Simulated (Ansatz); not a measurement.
Take PbTe in the rock salt structure (space group Fm-3m, No. 225; a = 6.5353 Å) as the base.

Modification: cell and atoms relaxed at a pressure of 10 GPa.

Computed with r2SCAN, PAW, 500 eV (Ansatz, a first-principles code; no SOC), earlier PAW set.

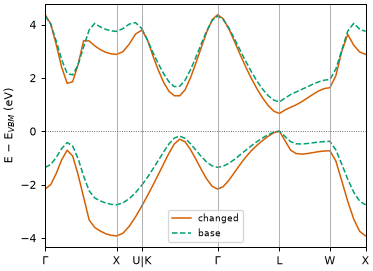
Figure: Highest valence and lowest conduction band along the path, each from its own valence-band maximum

Q: From the figure, how large is the changed gap, and is it direct?

A: About 0.7 eV, direct at L.

With Pb and Te present, leaving out spin-orbit coupling can change the band edges. Load acts through the strain it causes; cell and atoms are relaxed under it. Whether these cells are dynamically stable was not tested. Competing high-pressure phases were not computed.
